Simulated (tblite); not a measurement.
## Frequency calculation, with input and output: C$_{4}$H$_{6}$AlBrO

C$_{4}$H$_{6}$AlBrO, SMILES C=CC(=C)[O][AlH][Br], computed with GFN2-xTB harmonic vibrations, gas phase (tblite 0.8.0).

It belongs to a series of runs on one base structure; here: H on C replaced by vinyl.

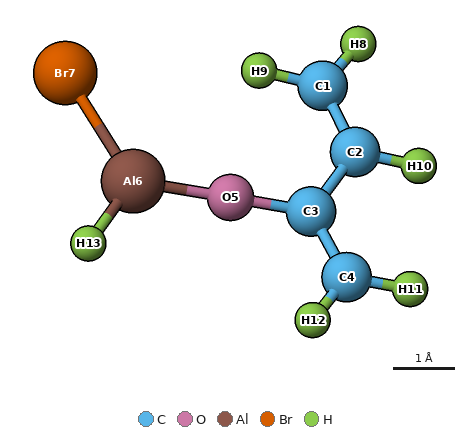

Fig. 1: The input geometry (ball-and-stick view, seen at a tilt; atoms are numbered from 1 in the order of the input). Sticks mark near contacts. Bond lengths as drawn: Al–Br 2.25 Å, Al–H 1.51 Å, Al–O 1.64 Å, C–C 1.33 to 1.46 Å, C–H 1.07 to 1.08 Å and C–O 1.36 Å.

The input:
```
{"job": {"kind": "ir", "xc": "GFN2-xTB", "basis": "xTB"}, "charge": 0, "multiplicity": 1}
C     -1.015088     1.758087     0.107504
C     -1.335694     0.535046    -0.294891
C     -0.433286    -0.612340    -0.290534
C     -0.806909    -1.822180    -0.705388
O      0.830191    -0.401758     0.161446
Al     2.358778    -0.157494     0.710096
Br     3.128588     1.826718     1.433751
H     -1.725104     2.565956     0.081256
H     -0.030763     2.002364     0.479545
H     -2.327181     0.314489    -0.662902
H     -1.802496    -2.003475    -1.064016
H     -0.121027    -2.650624    -0.691352
H      3.275602    -1.354303     0.717760
```

The first line tells a small driver script what to run in tblite; the rest is the geometry in Å.

Machine: 1 CPU thread, shared host.

Run as:
```bash
OMP_NUM_THREADS=1 python <driver script> task.json out
```

Log:
```
mode    cm-1     km/mol
  1      13.6      2.11
  2      57.1      2.33
  3     115.7      0.03
  4     118.7      9.20
  5     143.5      1.25
  6     263.6      0.79
  7     398.5     22.39
  8     419.6     48.86
  9     438.1     41.78
 10     444.7      1.53
 11     554.5      4.42
 12     593.4    113.88
 13     681.6    144.23
 14     691.6      5.23
 15     723.8      3.32
 16     853.1     36.77
 17     883.7      3.46
 18     894.6      4.86
 19     996.7     16.29
 20    1003.1      3.40
 21    1108.9    125.47
 22    1270.0      6.14
 23    1299.4    269.20
 24    1383.6     27.21
 25    1402.3     15.02
 26    1658.2     77.58
 27    1667.4      4.30
 28    1972.6    194.30
 29    3072.3      0.20
 30    3082.0     36.33
 31    3123.2      4.26
 32    3132.6     30.31
 33    3163.9     27.07
```

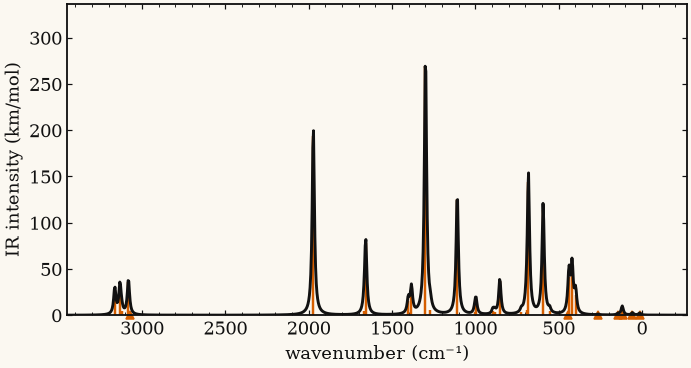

Fig. 2: Harmonic infrared spectrum, unscaled: sticks (degenerate modes added up, dark ones marked on the axis) with a Lorentzian envelope of 16 cm⁻¹ full width, scaled to the tallest stick. 33 modes from 14 to 3164 cm⁻¹, none imaginary. The strongest line is at 1299 cm⁻¹ (269 km/mol).

Summary:

```csv
quantity,value
outcome,converged
total energy,−569.6895 eV
zero-point energy,53.7890 kcal/mol
wall time,0.73 s
peak memory,0.18 GiB
```
